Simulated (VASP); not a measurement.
Band structure of Tb (hcp). Computed with PBE GGA, VASP's PBE PAW potentials (set 64) (plane waves; VASP).

The 4f electrons are frozen in the core of the lanthanide potential, so 4f levels, which can set the real gap, and their magnetism are missing.

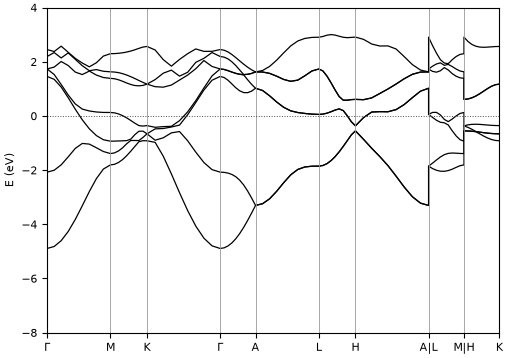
Figure. Bands along high-symmetry lines, zero at the valence-band maximum or, without a gap, the Fermi level

**Question.** Read the plot: is there a gap, and where are the band edges?

**Answer.** It has no gap at this level: it comes out as a metal or semimetal. (Edges off the drawn lines would not show.)

The compound is Tb in the hcp structure. It was relaxed first.
